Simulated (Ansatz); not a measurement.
**ClH₃HfSe₃: basis-set convergence**

Aim: see how fast density functionals converge with the basis set for ClH₃HfSe₃.

Program: Ansatz 0.2.0, Gaussian basis. Level of theory: one geometry, several basis sets. These are calculated values, not measurements.

Plan: PBE0-D4/def2-SVP; ωB97M-V/def2-SVP; PBE0-D4/def2-QZVPP; ωB97M-V/def2-QZVPP; the functionals' def2-TZVPP values are taken from earlier runs.

## 1. The geometry

All runs share one geometry, relaxed beforehand with PBE0-D4 in a triple-zeta def2 set. Hf takes the def2 core potential; no spin-orbit term is included.

SMILES `[Cl][Hf]([SeH])([SeH])[SeH]`, 8 atoms, charge 0, spin multiplicity 1.

Atoms are counted from 1 here; the program's logs count them from 0.

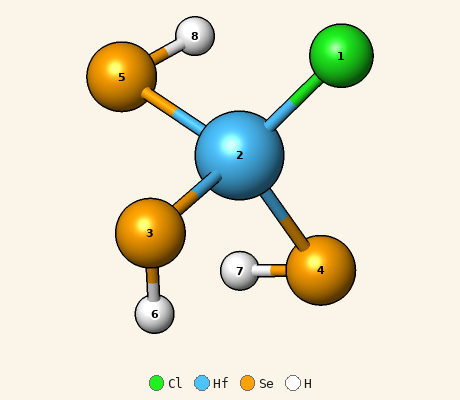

The geometry (chlorine green, hafnium blue, selenium orange, hydrogen white); atoms are numbered from 1 in the order of the file.

Coordinates:

```xyz
8
ClH3HfSe3
Cl   -2.38276   -1.14788    1.19383
Hf   -0.36790   -0.34421    0.36312
Se    1.60414   -1.32745    1.64853
Se   -0.33053    2.21325    0.48156
Se    0.02681   -1.06798   -2.05291
H     2.24765   -0.00924    1.50356
H     0.48667    2.16364   -0.74454
H    -1.28407   -0.48013   -2.39315
```

## 2. PBE0-D4 in def2-SVP

in.yaml

```yaml
crystal:
  periodic: [false, false, false]
  atoms:
    - {symbol: Cl, position_ang: [-2.382762, -1.147884, 1.193835]}
    - {symbol: Hf, position_ang: [-0.367905, -0.344210, 0.363115]}
    - {symbol: Se, position_ang: [1.604143, -1.327454, 1.648532]}
    - {symbol: Se, position_ang: [-0.330534, 2.213245, 0.481561]}
    - {symbol: Se, position_ang: [0.026810, -1.067976, -2.052912]}
    - {symbol: H, position_ang: [2.247647, -0.009240, 1.503563]}
    - {symbol: H, position_ang: [0.486668, 2.163643, -0.744536]}
    - {symbol: H, position_ang: [-1.284066, -0.480134, -2.393148]}
basis:
  gaussian: {orbitals: def2-SVP}
hamiltonian: {xc: pbe0, dispersion: d4}
output: {orbitals: {seedname: orbitals}}
```

Command:

```
$ ansatz run in.yaml --threads 4 --pin off --events-out ev --progress --plain --max-ram 11315MiB
```

Log:

```text
Functional definition: PBE0
  name "PBE0"
  cite "Adamo & Barone, J. Chem. Phys. 110, 6158 (1999) doi:10.1063/1.478522"
  cite "Perdew, Burke & Ernzerhof, Phys. Rev. Lett. 77, 3865 (1996) doi:10.1103/PhysRevLett.77.3865"
  parent pbe
  parameter a = 0.25
  parameter kappa = 0.804
  parameter beta = 0.06672455060314922
  exchange = (1 - a)*pbe_x(kappa = kappa, mu = beta*pi^2/3) + a*exact_x
  correlation = pbe_c(beta = beta)
1562 factors; integrals over basis functions are off by at most 9.8e-4 eV
mean field evaluation 1: about -209876.5860 eV, gradient 1.8e1 eV
mean field evaluation 2: about -209874.2096 eV, gradient 3.5e1 eV
mean field evaluation 4: about -209877.5835 eV, gradient 1.8e0 eV
mean field evaluation 8: about -209877.6581 eV, gradient 1.2e-1 eV
mean field evaluation 16: about -209877.6582 eV, gradient 6.3e-5 eV
mean field -209877.65817667 eV, -7712.8616778064 hartree, gradient 6.3e-5 eV, S^2 0.000000; 0 other end points of the search recorded, 0 dependent functions left out
reference -209877.65822550 eV, -7712.8616796010 hartree; 67, 67 occupied and 94, 94 virtual orbitals, 1562 factors
Total energy: -209877.93868526 eV, -7712.8719863070 hartree
```

It took 4.3 s on 4 threads of Arm Neoverse V1, shared host.

## 3. ωB97M-V in def2-SVP

Edit in.yaml of step 2 so:

```diff
@@ -13,3 +13,3 @@
   gaussian: {orbitals: def2-SVP}
-hamiltonian: {xc: pbe0, dispersion: d4}
+hamiltonian: {xc: {name: wB97M-V}}
 output: {orbitals: {seedname: orbitals}}
```

Same command.

Log, cut to the lines that bear on the results:

```text
Functional definition: wB97M-V
  name "wB97M-V"
  cite "Mardirossian & Head-Gordon, J. Chem. Phys. 144, 214110 (2016) doi:10.1063/1.4952647"
  cite "Becke, J. Chem. Phys. 107, 8554 (1997) doi:10.1063/1.475007"
  cite "Vydrov & Van Voorhis, J. Chem. Phys. 133, 244103 (2010) doi:10.1063/1.3521275"
  # Of w^i u^j: cxij and so on, Table III.
[...]
  gx(w, u) = 1 - cx + cx01*u + cx10*w
  gss(w, u) = css00 + css04*u^4 + css10*w + css20*w^2 + css43*w^4*u^3
  gos(w, u) = cos00 + cos10*w + (cos20 + cos21*u)*w^2 + (cos60 + cos61*u)*w^6
[...]
      + integral(e_c_pw_mod_opposite_spin*gos(b97_w_opposite, b97_u_opposite)) + vv10(b, c)
1562 factors; integrals over basis functions are off by at most 9.8e-4 eV
333 factors; integrals over basis functions are off by at most 8.8e-6 eV
[...]
mean field -209891.46714447 eV, -7713.3691480131 hartree, gradient 4.4e-5 eV, S^2 0.000000; 0 other end points of the search recorded, 0 dependent functions left out
reference -209891.46722425 eV, -7713.3691509449 hartree; 67, 67 occupied and 94, 94 virtual orbitals, 1562 factors
Total energy: -209891.46722425 eV, -7713.3691509449 hartree
```

Wall time 17 s (4 threads of Arm Neoverse V1, shared host); peak memory 0.86 GiB.

## 4. PBE0-D4 in def2-QZVPP

Edit in.yaml of step 3 so:

```diff
@@ -12,4 +12,4 @@
 basis:
-  gaussian: {orbitals: def2-SVP}
-hamiltonian: {xc: {name: wB97M-V}}
+  gaussian: {orbitals: "def2-QZVPP.json"}
+hamiltonian: {xc: pbe0, dispersion: d4}
 output: {orbitals: {seedname: orbitals}}
```

Launched as before.

Log:

```text
Functional definition: PBE0
  name "PBE0"
  cite "Adamo & Barone, J. Chem. Phys. 110, 6158 (1999) doi:10.1063/1.478522"
  cite "Perdew, Burke & Ernzerhof, Phys. Rev. Lett. 77, 3865 (1996) doi:10.1103/PhysRevLett.77.3865"
  parent pbe
  parameter a = 0.25
  parameter kappa = 0.804
  parameter beta = 0.06672455060314922
  exchange = (1 - a)*pbe_x(kappa = kappa, mu = beta*pi^2/3) + a*exact_x
  correlation = pbe_c(beta = beta)
2707 factors; their error is unknown
mean field evaluation 1: about -209908.9975 eV, gradient 2.3e1 eV
mean field evaluation 2: about -209907.8647 eV, gradient 3.1e1 eV
mean field evaluation 4: about -209910.2503 eV, gradient 2.7e0 eV
mean field evaluation 8: about -209910.2662 eV, gradient 4.4e-2 eV
mean field evaluation 16: about -209910.8906 eV, gradient 1.2e-4 eV
mean field -209910.89057595 eV, -7714.0829459544 hartree, gradient 1.8e-5 eV, S^2 0.000000; 0 other end points of the search recorded, 0 dependent functions left out
reference -209910.89061299 eV, -7714.0829473153 hartree; 67, 67 occupied and 441, 441 virtual orbitals, 2707 factors
Total energy: -209911.17107274 eV, -7714.0932540213 hartree
```

Wall time 30 s (4 threads of Arm Neoverse V1, shared host); peak memory 3.2 GiB.

## 5. ωB97M-V in def2-QZVPP

Edit in.yaml of step 4 so:

```diff
@@ -13,3 +13,3 @@
   gaussian: {orbitals: "def2-QZVPP.json"}
-hamiltonian: {xc: pbe0, dispersion: d4}
+hamiltonian: {xc: {name: wB97M-V}}
 output: {orbitals: {seedname: orbitals}}
```

Same command.

Log, cut to the lines that bear on the results:

```text
Functional definition: wB97M-V
  name "wB97M-V"
  cite "Mardirossian & Head-Gordon, J. Chem. Phys. 144, 214110 (2016) doi:10.1063/1.4952647"
  cite "Becke, J. Chem. Phys. 107, 8554 (1997) doi:10.1063/1.475007"
  cite "Vydrov & Van Voorhis, J. Chem. Phys. 133, 244103 (2010) doi:10.1063/1.3521275"
  # Of w^i u^j: cxij and so on, Table III.
[...]
  gx(w, u) = 1 - cx + cx01*u + cx10*w
  gss(w, u) = css00 + css04*u^4 + css10*w + css20*w^2 + css43*w^4*u^3
  gos(w, u) = cos00 + cos10*w + (cos20 + cos21*u)*w^2 + (cos60 + cos61*u)*w^6
[...]
      + integral(e_c_pw_mod_opposite_spin*gos(b97_w_opposite, b97_u_opposite)) + vv10(b, c)
2563 factors; their error is unknown
440 factors; integrals over basis functions are off by at most 1.8e-5 eV
[...]
mean field -209924.42798101 eV, -7714.5804364142 hartree, gradient 2.7e-5 eV, S^2 0.000000; 0 other end points of the search recorded, 0 dependent functions left out
reference -209924.42803925 eV, -7714.5804385544 hartree; 67, 67 occupied and 441, 441 virtual orbitals, 2563 factors
Total energy: -209924.42803925 eV, -7714.5804385544 hartree
```

Run time: 59 s. Hardware: 4 threads of Arm Neoverse V1, shared host; peak memory 3.6 GiB.

## 6. Functionals by basis

The def2-TZVPP values come from earlier runs at the same geometry.

| functional | basis | functions | energy (eV) | from the largest (eV) | HOMO (eV) | LUMO (eV) |
| --- | --- | --- | --- | --- | --- | --- |
| PBE0-D4 | def2-SVP | 161 | -209877.9387 | 33.232 | -7.50 | -2.25 |
| PBE0-D4 | def2-TZVPP | 284 | -209906.6742 | 4.497 | -7.50 | -2.21 |
| PBE0-D4 | def2-QZVPP | 508 | -209911.1711 | 0.000 | -7.50 | -2.23 |
| ωB97M-V | def2-SVP | 161 | -209891.4672 | 32.961 | -9.56 | -0.25 |
| ωB97M-V | def2-TZVPP | 284 | -209920.0800 | 4.348 | -9.58 | -0.23 |
| ωB97M-V | def2-QZVPP | 508 | -209924.4280 | 0.000 | -9.59 | -0.26 |

## 7. What came out

| quantity | value |
| --- | --- |
| PBE0-D4: double and triple zeta above quadruple | 33.23, 4.50 eV |
| ωB97M-V: double and triple zeta above quadruple | 32.96, 4.35 eV |

In words: PBE0-D4 gains 28.74 eV from double to triple zeta, then 4.50 eV more. Total energies overstate the basis error of differences, where much of it tends to cancel.

For PBE0-D4 the largest set took about 7 times as long as the smallest (30 s against 4.3 s).
